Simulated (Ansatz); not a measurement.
**Geometry relaxation, with input and output: C$_{2}$H$_{6}$O$_{2}$Si**

The run: geometry relaxation of C$_{2}$H$_{6}$O$_{2}$Si, SMILES OC=C(O)[SiH3]. Method and program: RKS r2SCAN/def2-SVP (Ansatz 0.2.0).

It belongs to a series of runs on one base structure; here: end point A relaxed. Figures and captions count atoms from 1; the log counts them from 0 in places.

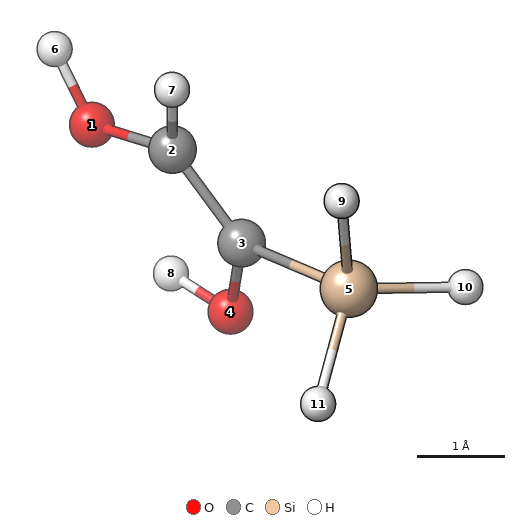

**Figure 1.** The structure as given in the input (ball-and-stick view, seen at a tilt; atoms are numbered from 1 in the order of the input).

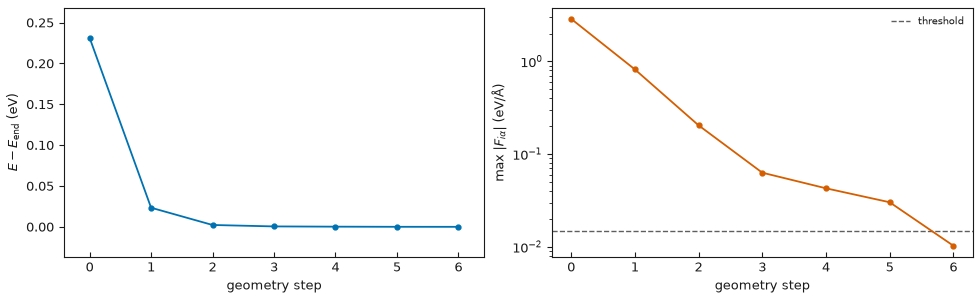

**Figure 2.** Progress of the relaxation, step by step (the first geometry is step 0 here and step 1 in the log).

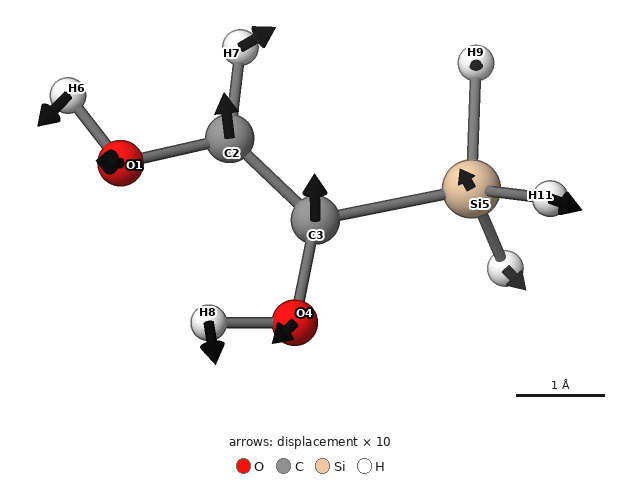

**Figure 3.** The starting structure with the displacements as black arrows, magnified 10 times (ball-and-stick view, seen at a tilt). The two geometries are laid on each other by the best rigid fit. After 6 geometry steps the energy has fallen by 0.231 eV. Largest force component: 2.9 eV/Å at the start, 0.01 eV/Å at the end. The largest move after the best rigid fit is that of C3, 0.058 Å. Largest moves by element: C 0.058 Å, H 0.055 Å, O 0.041 Å, Si 0.027 Å. Distances before and after: C3–O4 1.307 → 1.370 Å, Si5–H10 1.453 → 1.494 Å, O1–H6 0.999 → 0.963 Å, Si5–H9 1.521 → 1.494 Å. Among the angles that change: O1–C2–H7 114.3° → 118.5°, H10–Si5–H11 111.9° → 107.9°, C3–C2–H7 125.6° → 123.0°. (Atoms are counted from 1 in the order of the input.)

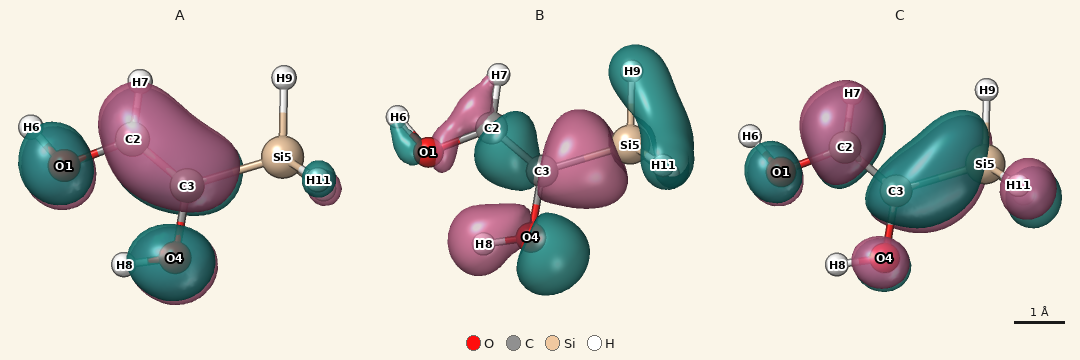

**Figure 4.** Three frontier orbitals at ±0.1 Å⁻³ᐟ² (teal and pink are the two phases). B is the HOMO−1 (−8.17 eV). It lies mainly on O4 (30 %), C3 (25 %), Si5 (20 %) and C2 (10 %). A is the HOMO (−4.93 eV). By Hirshfeld shares it lies mainly on C2 (25 %), C3 (25 %), O4 (20 %) and O1 (20 %). C is the LUMO (−0.12 eV). It lies mainly on C2 (30 %), C3 (25 %), Si5 (15 %) and O1 (10 %). The HOMO–LUMO gap is 4.81 eV between the orbital energies.

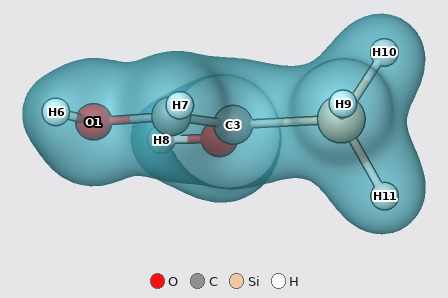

**Figure 5.** Isosurface of the total electron density at 0.2 e/Å³ (cyan), seen from the side. At this value the surface is in one piece. On the grid the lowest density along these lines, outside the cores, is 2.2 e/Å³ (C–C, 1.35 Å), 1.9 e/Å³ (C–O, 1.37 Å), 0.78 e/Å³ (C–Si, 1.87 Å) and 2.4 e/Å³ (O–H, 0.96 Å).

These pictures come from the run below.

**Input file**
```yaml
crystal:
  periodic: [false, false, false]
  atoms:
    - { symbol: O, position_ang: [-1.1257, 0.3314, 1.9651] }
    - { symbol: C, position_ang: [-0.2217, 0.494, 0.9739] }
    - { symbol: C, position_ang: [-0.2813, -0.2814, -0.1257] }
    - { symbol: O, position_ang: [-1.1944, -1.21, -0.2375] }
    - { symbol: Si, position_ang: [1.0041, -0.1914, -1.4942] }
    - { symbol: H, position_ang: [-0.9737, 1.0438, 2.6489] }
    - { symbol: H, position_ang: [0.5513, 1.2615, 1.1824] }
    - { symbol: H, position_ang: [-1.7752, -1.0994, 0.5666] }
    - { symbol: H, position_ang: [2.0032, 0.8899, -1.113] }
    - { symbol: H, position_ang: [0.3578, 0.175, -2.7426] }
    - { symbol: H, position_ang: [1.721, -1.4705, -1.6034] }
basis:
  gaussian: { orbitals: def2-SVP }
hamiltonian:
  xc: r2scan
relax:
  f_tol: 0.015
  max_steps: 40
output:
  orbitals: {}
```

Launch command:
```bash
ansatz run input.yaml --threads 2 --pin off --max-ram 3072MiB --backend cpu --events-out ev --progress --plain --runs-dir out
```

**Log**
```
The last accepted step is kept in [file] (removed where the run ends without a failure and the disk answers)
Engine: ansatz 0.2.0, x86_64-unknown-linux-gnu
Functional definition: r2SCAN
  parameter k0 = 0.174
  parameter k1 = 0.065
  parameter a1 = 4.9479
  exchange = r2scan_x(k0 = k0, k1 = k1, a1 = a1)
  correlation = r2scan_c
1146 factors; their error is unknown
mean field evaluation 1: about -14124.9689 eV, gradient 5.3e1 eV
mean field evaluation 2: about -14119.0277 eV, gradient 7.7e1 eV
mean field evaluation 4: about -14130.8522 eV, gradient 5.4e0 eV
mean field evaluation 8: about -14130.8565 eV, gradient 2.2e-1 eV
mean field evaluation 16: about -14130.8567 eV, gradient 4.2e-5 eV
mean field -14130.85665678 eV, -519.2994038979 hartree, gradient 4.2e-5 eV, S^2 0.000000; 0 other end points of the search recorded, 0 dependent functions left out
the calculation of the forces begins
reference -14130.85666689 eV, -519.2994042694 hartree; 24, 24 occupied and 80, 80 virtual orbitals, 1146 factors
relax step   1: F+E_penalty+E_count = -14130.85665678 eV  Δ(F+E_penalty+E_count) = +0.000e0 eV  max|allowed force component| = 2.878e0 eV/Å  Δτ_max = 0.0000 Å  (27 SCF iters, accepted)
these checks for a lower state are left out or cut short: starts, cluster_reference, orbital_swaps, neighbouring_geometries, increment
1146 factors; their error is unknown
mean field -14131.06469017 eV, -519.3070489840 hartree, gradient 8.8e-6 eV, S^2 0.000000; 0 other end points of the search recorded, 0 dependent functions left out
the calculation of the forces begins
reference -14131.06470029 eV, -519.3070493558 hartree; 24, 24 occupied and 80, 80 virtual orbitals, 1146 factors
relax step   2: F+E_penalty+E_count = -14131.06469017 eV  Δ(F+E_penalty+E_count) = -2.080e-1 eV  max|allowed force component| = 8.204e-1 eV/Å  Δτ_max = 0.0490 Å  (30 SCF iters, accepted)
these checks for a lower state are left out or cut short: starts, cluster_reference, orbital_swaps, neighbouring_geometries, increment
1146 factors; their error is unknown
mean field -14131.08584145 eV, -519.3078262794 hartree, gradient 1.2e-5 eV, S^2 0.000000; 0 other end points of the search recorded, 0 dependent functions left out
the calculation of the forces begins
reference -14131.08585158 eV, -519.3078266515 hartree; 24, 24 occupied and 80, 80 virtual orbitals, 1146 factors
relax step   3: F+E_penalty+E_count = -14131.08584145 eV  Δ(F+E_penalty+E_count) = -2.115e-2 eV  max|allowed force component| = 2.046e-1 eV/Å  Δτ_max = 0.0449 Å  (31 SCF iters, accepted)
these checks for a lower state are left out or cut short: starts, cluster_reference, orbital_swaps, neighbouring_geometries, increment
1146 factors; their error is unknown
mean field evaluation 32: about -14131.1575 eV, gradient 4.6e-3 eV
mean field -14131.08759435 eV, -519.3078906970 hartree, gradient 1.2e-5 eV, S^2 0.000000; 0 other end points of the search recorded, 0 dependent functions left out
the calculation of the forces begins
reference -14131.08760448 eV, -519.3078910693 hartree; 24, 24 occupied and 80, 80 virtual orbitals, 1146 factors
relax step   4: F+E_penalty+E_count = -14131.08759435 eV  Δ(F+E_penalty+E_count) = -1.753e-3 eV  max|allowed force component| = 6.309e-2 eV/Å  Δτ_max = 0.0192 Å  (31 SCF iters, accepted)
these checks for a lower state are left out or cut short: starts, cluster_reference, orbital_swaps, neighbouring_geometries, increment
1146 factors; their error is unknown
mean field -14131.08789715 eV, -519.3079018249 hartree, gradient 1.3e-5 eV, S^2 0.000000; 0 other end points of the search recorded, 0 dependent functions left out
the calculation of the forces begins
reference -14131.08790728 eV, -519.3079021973 hartree; 24, 24 occupied and 80, 80 virtual orbitals, 1146 factors
relax step   5: F+E_penalty+E_count = -14131.08789715 eV  Δ(F+E_penalty+E_count) = -3.028e-4 eV  max|allowed force component| = 4.281e-2 eV/Å  Δτ_max = 0.0039 Å  (33 SCF iters, accepted)
these checks for a lower state are left out or cut short: starts, cluster_reference, orbital_swaps, neighbouring_geometries, increment
1146 factors; their error is unknown
mean field -14131.08806294 eV, -519.3079079174 hartree, gradient 1.3e-5 eV, S^2 0.000000; 0 other end points of the search recorded, 0 dependent functions left out
the calculation of the forces begins
reference -14131.08807308 eV, -519.3079082902 hartree; 24, 24 occupied and 80, 80 virtual orbitals, 1146 factors
relax step   6: F+E_penalty+E_count = -14131.08806294 eV  Δ(F+E_penalty+E_count) = -1.658e-4 eV  max|allowed force component| = 3.027e-2 eV/Å  Δτ_max = 0.0169 Å  (31 SCF iters, accepted)
these checks for a lower state are left out or cut short: starts, cluster_reference, orbital_swaps, neighbouring_geometries, increment
1146 factors; their error is unknown
mean field -14131.08809851 eV, -519.3079092247 hartree, gradient 1.3e-5 eV, S^2 0.000000; 0 other end points of the search recorded, 0 dependent functions left out
the calculation of the forces begins
reference -14131.08810866 eV, -519.3079095976 hartree; 24, 24 occupied and 80, 80 virtual orbitals, 1146 factors
relax step   7: F+E_penalty+E_count = -14131.08809851 eV  Δ(F+E_penalty+E_count) = -3.557e-5 eV  max|allowed force component| = 1.028e-2 eV/Å  Δτ_max = 0.0092 Å  (32 SCF iters, accepted)
1146 factors; their error is unknown
mean field evaluation 64: about -14131.0948 eV, gradient 5.0e0 eV
mean field -14131.08809851 eV, -519.3079092247 hartree, gradient 1.5e-5 eV, S^2 0.000000; 1 other end points of the search recorded, 0 dependent functions left out
the calculation of the forces begins
reference -14131.08810866 eV, -519.3079095976 hartree; 24, 24 occupied and 80, 80 virtual orbitals, 1146 factors
Total energy: -14131.08810866 eV, -519.3079095976 hartree
Atom 0 at    -1.147507     0.365642     1.971957 Å, force     0.000700    -0.001205    -0.003385 eV/Å
Atom 1 at    -0.185592     0.518220     1.005135 Å, force     0.000580    -0.003285    -0.006334 eV/Å
Atom 2 at    -0.237718    -0.274620    -0.088592 Å, force    -0.002237     0.004821     0.010281 eV/Å
Atom 3 at    -1.231359    -1.205862    -0.234969 Å, force     0.002064     0.002978     0.001884 eV/Å
Atom 4 at     1.013545    -0.178517    -1.472467 Å, force     0.001317    -0.000244    -0.001678 eV/Å
Atom 5 at    -1.017775     1.017965     2.668834 Å, force     0.000633     0.000520     0.001449 eV/Å
Atom 6 at     0.592338     1.271513     1.157629 Å, force    -0.001245    -0.001987    -0.002394 eV/Å
Atom 7 at    -1.802512    -1.140672     0.548123 Å, force     0.000014    -0.001392    -0.001919 eV/Å
Atom 8 at     1.995487     0.891267    -1.121611 Å, force    -0.001161    -0.000136     0.001321 eV/Å
Atom 9 at     0.354694     0.155467    -2.771089 Å, force    -0.000129     0.000082     0.000440 eV/Å
Atom 10 at     1.731799    -1.477503    -1.642448 Å, force    -0.000536    -0.000153     0.000335 eV/Å
Dipole moment:    -0.006298     0.382762     0.530299 e Å
```

**Trajectory as extended XYZ (Å, eV, eV/Å), 7 frames, from step=1 to step=7**
```
11
Properties=species:S:1:pos:R:3:forces:R:3 step=1 energy=-14130.85666
O    -1.1257    0.3314    1.9651   -0.6063   0.8858   1.8115
C    -0.2217    0.4940    0.9739    1.3866   1.1607   0.0229
C    -0.2813   -0.2814   -0.1257    2.3537   1.6517  -0.0422
O    -1.1944   -1.2100   -0.2375   -2.8785  -1.7076   0.7622
Si    1.0041   -0.1914   -1.4942    0.3087   0.7141   1.0972
H    -0.9737    1.0438    2.6489   -0.3960  -1.2632  -1.0983
H     0.5513    1.2615    1.1824   -0.2017  -0.3883  -0.5326
H    -1.7752   -1.0994    0.5666    0.4184  -0.4347  -0.9507
H     2.0032    0.8899   -1.1130   -0.2903  -0.2952  -0.1278
H     0.3578    0.1750   -2.7426   -0.2536   0.0705  -0.7736
H     1.7210   -1.4705   -1.6034    0.1589  -0.3938  -0.1687
11
Properties=species:S:1:pos:R:3:forces:R:3 step=2 energy=-14131.06469
O    -1.1274    0.3387    1.9823   -0.1386   0.2629   0.4442
C    -0.1850    0.4972    1.0024    0.2698   0.3256   0.0403
C    -0.2485   -0.2936   -0.0914    0.7394   0.6895  -0.1357
O    -1.2344   -1.2008   -0.2334   -0.8204  -0.5433   0.3318
Si    1.0111   -0.1739   -1.4783    0.0412   0.0378   0.3201
H    -1.0173    1.0386    2.6477   -0.1008  -0.3476  -0.2754
H     0.5722    1.2772    1.1602   -0.0199  -0.2045  -0.1461
H    -1.7989   -1.1231    0.5648    0.1549  -0.1128  -0.3647
H     1.9982    0.8963   -1.1163   -0.0874  -0.0810  -0.0125
H     0.3750    0.1579   -2.7753   -0.1191   0.0627  -0.1728
H     1.7204   -1.4716   -1.6421    0.0808  -0.0895  -0.0292
11
Properties=species:S:1:pos:R:3:forces:R:3 step=3 energy=-14131.08584
O    -1.1385    0.3576    1.9758    0.0566  -0.0417  -0.1071
C    -0.1832    0.5167    0.9995   -0.0679  -0.0489   0.0816
C    -0.2491   -0.2753   -0.0947    0.2046   0.0362   0.0130
O    -1.2371   -1.2102   -0.2266   -0.0551   0.0012  -0.0673
Si    1.0126   -0.1778   -1.4740   -0.0784  -0.0321   0.0014
H    -1.0278    1.0345    2.6498   -0.0019   0.0614   0.0758
H     0.6095    1.2528    1.1653   -0.0453   0.0007  -0.0576
H    -1.8036   -1.1378    0.5584   -0.0294  -0.0088   0.0323
H     1.9830    0.8960   -1.1110    0.0224   0.0184   0.0012
H     0.3580    0.1588   -2.7757    0.0162  -0.0088   0.0155
H     1.7417   -1.4724   -1.6462   -0.0217   0.0223   0.0110
11
Properties=species:S:1:pos:R:3:forces:R:3 step=4 energy=-14131.08759
O    -1.1328    0.3516    1.9803    0.0360   0.0067  -0.0542
C    -0.1791    0.5121    1.0041   -0.0631  -0.0385   0.0456
C    -0.2403   -0.2810   -0.0892    0.0303   0.0540  -0.0226
O    -1.2405   -1.2045   -0.2321    0.0335  -0.0154  -0.0191
Si    1.0129   -0.1787   -1.4729   -0.0331  -0.0194   0.0003
H    -1.0282    1.0330    2.6525   -0.0030   0.0186   0.0263
H     0.5990    1.2657    1.1556    0.0038  -0.0176  -0.0092
H    -1.8079   -1.1347    0.5528   -0.0160   0.0019   0.0200
H     1.9855    0.8951   -1.1122    0.0130   0.0074  -0.0021
H     0.3567    0.1574   -2.7734    0.0054  -0.0060   0.0148
H     1.7401   -1.4731   -1.6449   -0.0068   0.0083   0.0001
11
Properties=species:S:1:pos:R:3:forces:R:3 step=5 energy=-14131.08790
O    -1.1349    0.3537    1.9792    0.0215   0.0132  -0.0102
C    -0.1795    0.5116    1.0055   -0.0428  -0.0117   0.0210
C    -0.2399   -0.2788   -0.0895    0.0203   0.0231   0.0002
O    -1.2377   -1.2052   -0.2328    0.0068  -0.0046  -0.0052
Si    1.0122   -0.1778   -1.4729   -0.0072  -0.0086   0.0012
H    -1.0297    1.0343    2.6530   -0.0031  -0.0060   0.0011
H     0.6001    1.2630    1.1582    0.0058  -0.0047  -0.0072
H    -1.8060   -1.1368    0.5521   -0.0013  -0.0003  -0.0015
H     1.9879    0.8951   -1.1150    0.0024   0.0004  -0.0030
H     0.3557    0.1566   -2.7727   -0.0019   0.0004   0.0037
H     1.7371   -1.4728   -1.6447   -0.0006  -0.0013  -0.0001
11
Properties=species:S:1:pos:R:3:forces:R:3 step=6 energy=-14131.08806
O    -1.1433    0.3624    1.9758    0.0020   0.0078   0.0062
C    -0.1845    0.5162    1.0063    0.0066   0.0075   0.0021
C    -0.2386   -0.2753   -0.0877    0.0134  -0.0093  -0.0303
O    -1.2323   -1.2060   -0.2358   -0.0008   0.0011   0.0039
Si    1.0132   -0.1780   -1.4722   -0.0081   0.0004   0.0110
H    -1.0210    1.0252    2.6643   -0.0029  -0.0044   0.0002
H     0.5955    1.2679    1.1569   -0.0084  -0.0031   0.0048
H    -1.8045   -1.1420    0.5466    0.0005   0.0013   0.0009
H     1.9938    0.8926   -1.1204   -0.0006  -0.0005   0.0001
H     0.3541    0.1559   -2.7707   -0.0005  -0.0002   0.0007
H     1.7330   -1.4761   -1.6426   -0.0011  -0.0004   0.0004
11
Properties=species:S:1:pos:R:3:forces:R:3 step=7 energy=-14131.08810
O    -1.1475    0.3656    1.9720    0.0007  -0.0012  -0.0034
C    -0.1856    0.5182    1.0051    0.0006  -0.0033  -0.0063
C    -0.2377   -0.2746   -0.0886   -0.0022   0.0048   0.0103
O    -1.2314   -1.2059   -0.2350    0.0021   0.0030   0.0019
Si    1.0135   -0.1785   -1.4725    0.0013  -0.0002  -0.0017
H    -1.0178    1.0180    2.6688    0.0006   0.0005   0.0014
H     0.5923    1.2715    1.1576   -0.0012  -0.0020  -0.0024
H    -1.8025   -1.1407    0.5481    0.0000  -0.0014  -0.0019
H     1.9955    0.8913   -1.1216   -0.0012  -0.0001   0.0013
H     0.3547    0.1555   -2.7711   -0.0001   0.0001   0.0004
H     1.7318   -1.4775   -1.6424   -0.0005  -0.0002   0.0003
```

**Summary**

```json
{"quantity": "outcome", "value": "converged"}
{"quantity": "total energy", "value": "−14131.0881 eV"}
{"quantity": "mean-field energy", "value": "−14131.0881 eV"}
{"quantity": "largest force (length of the vector) at the end", "value": "0.012 eV/Å"}
{"quantity": "hardware", "value": "2 threads of Intel Xeon (Sapphire Rapids), 16 GiB of memory available, shared host"}
{"quantity": "wall time", "value": "16 s (CPU time 29 s)"}
{"quantity": "peak memory", "value": "0.17 GiB"}
```
